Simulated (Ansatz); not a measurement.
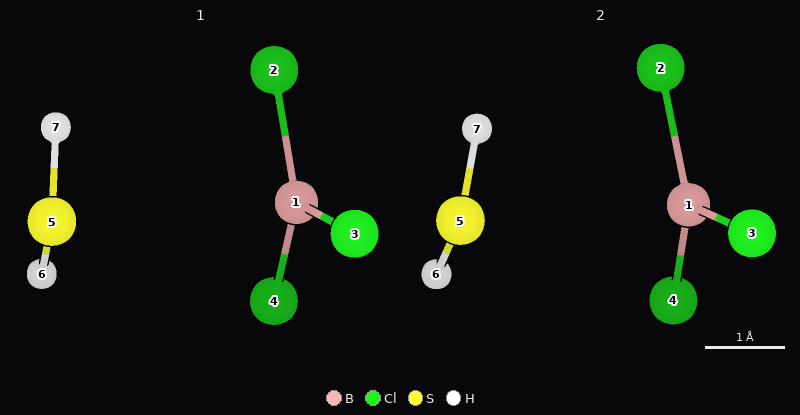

Two geometries of BH$_{2}$SCl$_{3}$, drawn at one scale. One is the start of a relaxation, the other its converged end. The picture is a ball-and-stick view, seen at a tilt.

All numbers below come from RKS PBE-D4/def2-SVP (Ansatz 0.2.0). Settings: no spin polarisation; force threshold 0.03 eV/Å; at most 50 steps.

### Which one is relaxed?

Structure 1 is the relaxed one. The run prepares an end point of a later path (reaction) calculation, from a guessed geometry. The largest move after the best rigid fit is that of H7, 0.29 Å. Largest moves by element: H 0.29 Å, Cl 0.18 Å, B 0.11 Å, S 0.11 Å. Among the contacts that change: B1–Cl2 1.829 → 1.762 Å, S5–H7 1.384 → 1.360 Å. After 4 accepted moves (5 points after the start) the energy has fallen by 1.49 kcal/mol. Largest force component: 0.94 eV/Å at the start, 0.0066 eV/Å at the end. The line search rejected the trial step at point 2 of the run. Cost: 10 s on 2 threads of Intel(R) Xeon(R) Platinum 8259CL CPU @ 2.50GHz (Skylake/Cascade Lake), with other jobs on the host, peak memory 0.15 GiB.

Limits of the set-up: the start holds two separate molecules, 2.6 Å apart at their closest, whose relative position is a soft coordinate.
